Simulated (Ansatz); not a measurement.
## Electronic structure of Cl2H2MoN2 (SMILES [NH]=[Mo](=[NH])([Cl])[Cl]) in real space

The calculation's input:

```
crystal:
  periodic: [false, false, false]
  atoms:
    - {symbol: N, position_ang: [-1.057090, 0.583255, 0.837692]}
    - {symbol: Mo, position_ang: [-0.089688, 0.062702, -0.475133]}
    - {symbol: N, position_ang: [1.281992, -0.755434, 0.140666]}
    - {symbol: Cl, position_ang: [-1.300758, -1.421275, -1.689147]}
    - {symbol: Cl, position_ang: [0.634890, 1.904750, -1.581718]}
    - {symbol: H, position_ang: [-1.261280, 0.670113, 1.825409]}
    - {symbol: H, position_ang: [1.853035, -1.112110, 0.896633]}
basis:
  gaussian: {orbitals: def2-TZVPP}
hamiltonian: {xc: pbe0, dispersion: d4}
output: {orbitals: {seedname: orbitals}}
```

Command:

```sh
ansatz run in.yaml --threads 4 --pin off --events-out ev --progress --plain --max-ram 10444MiB
```

Geometry: PBE0-D4/def2-TZVP; core potentials replace the inner electrons of Mo.

The calculation used RKS PBE0-D4/def2-TZVPP (Ansatz 0.2.0).

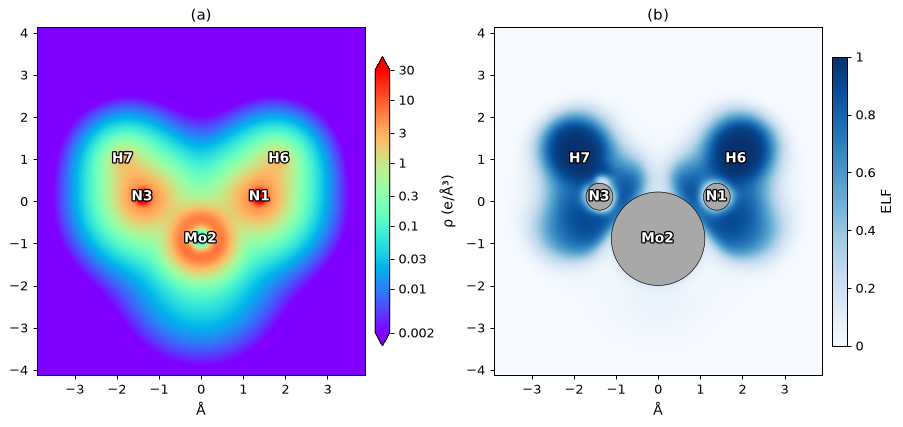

Figure 1. (a) electron density; (b) electron localisation function on the plane of atoms N1, Mo2 and N3. Grey discs cover the atomic cores in the ELF map.

Question: Read the bonding off the picture.

Answer: The section cuts through N, Mo and H sites.
Mo–N (1.71 Å): ρ is about 1.8 e/Å³ halfway; the ELF peaks at about 0.75 in the valence shell of N, 0.5 Å from its nucleus, and drops to about 0.35 between the two atoms.
N–H (1.01 Å): ρ at the midpoint is about 2.9 e/Å³; the ELF climbs to about 1 towards the hydrogen, as it does in any bond to H (a covalent bond by its length).

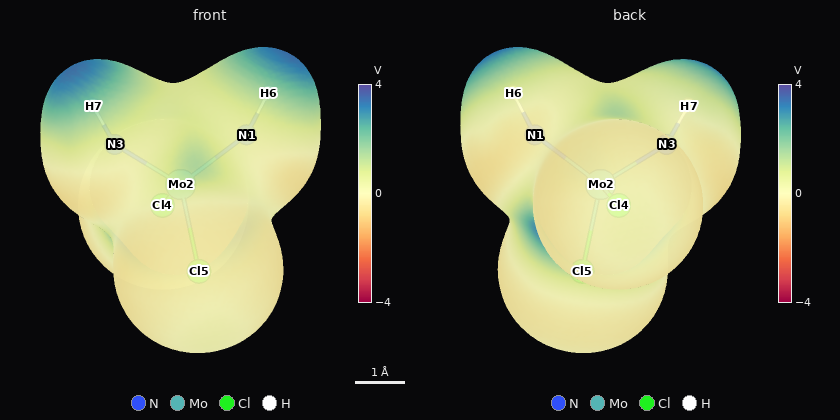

Figure 2. The molecular electrostatic potential painted on the density surface at 0.004 e/bohr³, seen from the front and from behind; the colour scale runs from red (negative) to blue (positive).

Question: Which sites attract a positive test charge, and which a negative one?

Answer: A positive charge is drawn to the negative regions and a negative charge to the positive ones. The most negative region (about −0.6 V) lies over N1 and N3, the most positive (about +3.4 V) over H6 and H7.

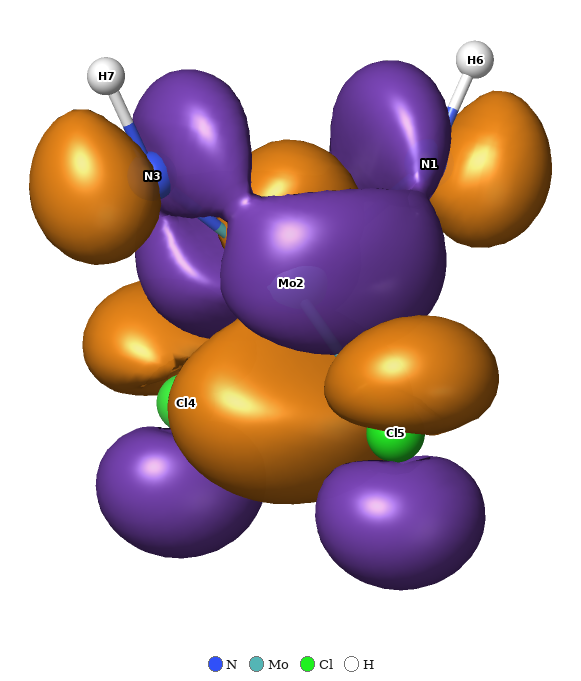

Figure 3. One frontier orbital at ±0.1 Å⁻³ᐟ² (orange and purple are the two phases), seen at a tilt.

Question: Which orbital is it: HOMO or LUMO?

Answer: The LUMO, at −2.73 eV. Its weight (Hirshfeld) is mainly on Mo2 (about 55 %), Cl4 (about 10 %), Cl5 (about 10 %), N1 (about 10 %) and N3 (about 10 %).
